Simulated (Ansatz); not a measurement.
# C3H7Cl2InO (SMILES CC(C)[O][In]([Cl])[Cl]): what the fields show

```yaml
atoms:
  - { symbol: C, position_ang: [-0.4605, 0.4932, 1.2110] }
  - { symbol: C, position_ang: [-0.3101, -0.4132, 0.0048] }
  - { symbol: C, position_ang: [-0.2083, -1.8725, 0.3984] }
  - { symbol: O, position_ang: [0.8733, -0.1014, -0.7205] }
  - { symbol: In, position_ang: [1.0504, 1.5890, -1.6934] }
  - { symbol: Cl, position_ang: [-0.7869, 2.9546, -2.0044] }
  - { symbol: Cl, position_ang: [3.0732, 2.1745, -2.6039] }
  - { symbol: H, position_ang: [-0.5696, 1.5396, 0.9062] }
  - { symbol: H, position_ang: [-1.3482, 0.2320, 1.7921] }
  - { symbol: H, position_ang: [0.4162, 0.4056, 1.8579] }
  - { symbol: H, position_ang: [-1.1914, -0.2853, -0.6411] }
  - { symbol: H, position_ang: [-1.1059, -2.1912, 0.9339] }
  - { symbol: H, position_ang: [-0.0903, -2.4986, -0.4872] }
  - { symbol: H, position_ang: [0.6581, -2.0264, 1.0461] }
```

Geometry: PBE0-D4/def2-TZVP; core potentials replace the inner electrons of In.

The calculation used RKS PBE0-D4/def2-TZVPP in Ansatz.

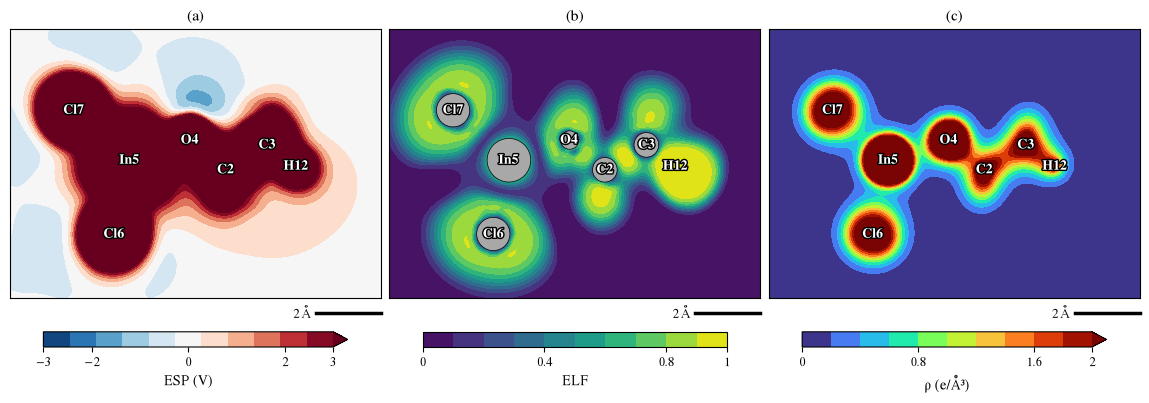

Figure 1. (a) electrostatic potential; (b) ELF; (c) electron density on the plane of atoms O4, In5 and Cl7. Grey discs cover the atomic cores in the ELF map.

Question: Describe what can be read from this map.

Answer: Atoms in the plane: C, O, In, Cl and H. C–O (1.42 Å): ρ is about 2 e/Å³ halfway, with its minimum of 1.7 e/Å³ about 0.5 Å from C; the ELF peaks at about 0.85 between the atoms; a shared but strongly polarised pair. C–C (1.51 Å): ρ is about 1.7 e/Å³ halfway; the ELF peaks at about 0.95 between the atoms: a covalent bond. In–O (1.96 Å): ρ is about 0.85 e/Å³ halfway; the ELF peaks at about 0.80 in the valence shell of O, 0.5 Å from its nucleus, and drops to about 0.15 between the two atoms. In–Cl (2.29 Å): ρ at the midpoint is about 0.63 e/Å³; the ELF peaks at about 0.80 in the valence shell of Cl, 0.8 Å from its nucleus, and drops to about 0.15 between the two atoms. C–H (1.09 Å): the density is about 2 e/Å³ at the midpoint; the ELF climbs to about 1 towards the hydrogen, as it does in any bond to H (a covalent bond by its length). The ELF also peaks beside Cl6, Cl7 and O4, away from the bonds: lone-pair regions. Outside the dense part of the molecule the potential is most negative (−1.6 V) near O4.

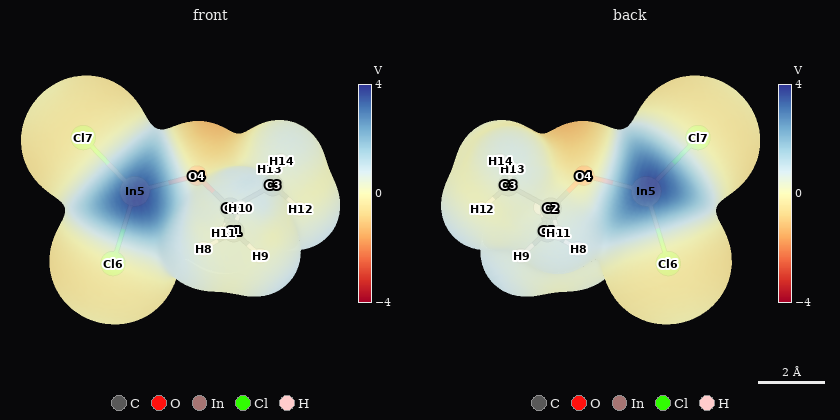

Figure 2. The electrostatic potential painted on the density surface at 0.002 e/bohr³, seen from the front and from behind; the colour scale runs from red (negative) to blue (positive).

Question: Which sites attract a positive test charge, and which a negative one?

Answer: A positive charge is drawn to the negative regions and a negative charge to the positive ones. The most negative region (about −1.2 V) lies over O4, the most positive (about +3.5 V) over In5. O4 is the likeliest acceptor of a hydrogen bond.

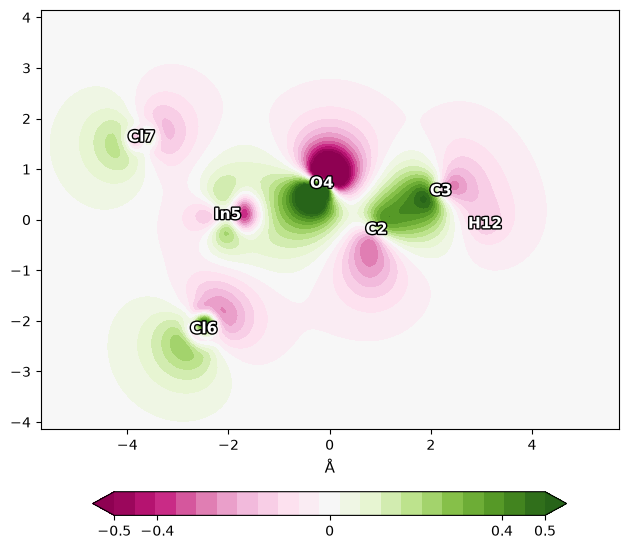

Figure 3. The HOMO−1 on the plane of atoms O4, In5 and Cl7 (values in Å⁻³ᐟ²; the overall sign is arbitrary).

Question: What is the character of this orbital?

Answer: By Hirshfeld shares it lies mainly on O4 (about 40 %), C2 (about 10 %), C3 (about 10 %), Cl6 (about 10 %) and In5 (about 10 %). Its energy is −8.44 eV.

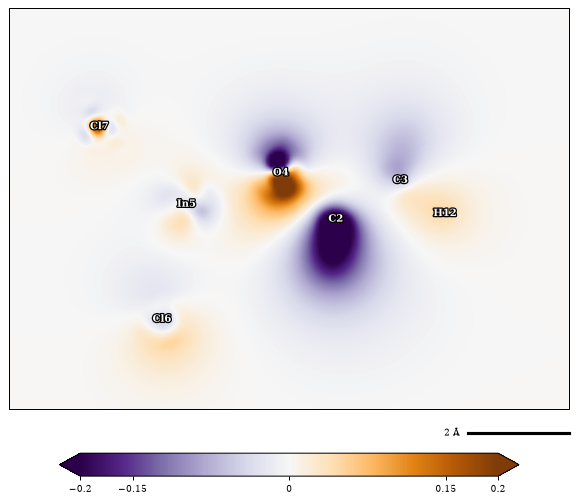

Figure 4. The HOMO on the plane of atoms O4, In5 and Cl7 (values in Å⁻³ᐟ²; the overall sign is arbitrary).

Question: What is the character of this orbital?

Answer: Its weight (Hirshfeld) is mainly on O4 (about 55 %), C2 (about 15 %), C1 (about 10 %), H11 (about 5 %) and In5 (about 5 %). Its energy is −8.16 eV.
